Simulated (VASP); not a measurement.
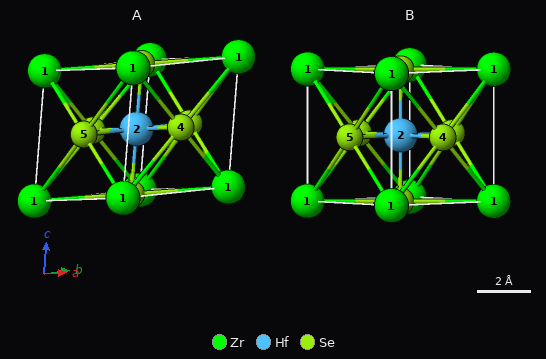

Two geometries of solid HfZrSe$_{3}$ (a generated structure, set up in R-3m), drawn at one scale. One is the start of a relaxation, the other its converged end. The picture is a ball-and-stick view of the cell of the calculation, seen from a free direction.

Computed with VASP, Kohn-Sham DFT of a periodic cell, PBE, VASP PAW PBE potentials, recommended. Settings: plane-wave cutoff 520 eV; k-point mesh 3 × 3 × 3; occupations gaussian; smearing width 0.15 eV; no spin polarisation.

**Which one is relaxed?**

Structure B is the relaxed one. The run lets cell and atoms move. The atoms keep their places relative to the cell (all moves are under 0.005 Å). Cell: a = b = c 5.021 → 5.071 Å (+1.0 %), α 83.4° → 89.8°, β 83.4° → 89.8°, γ 83.4° → 89.8°. Volume +5.0 %. Near-neighbour distances that change, for instance: Se–Zr 3.339 → 3.581 Å, Se–Zr 3.749 → 3.591 Å, Hf–Se 2.510 → 2.535 Å. Bond angles that change, for instance: Se–Hf–Se 83.4° → 89.8°, Se–Hf–Se 96.6° → 90.2°. The space group stays R-3m (No. 166). The energy falls by 33.5 meV per atom in 6 geometry steps. All forces vanish by symmetry, so only the cell relaxes. Pressure: 3.77 GPa at the start and 0.34 GPa at the end.
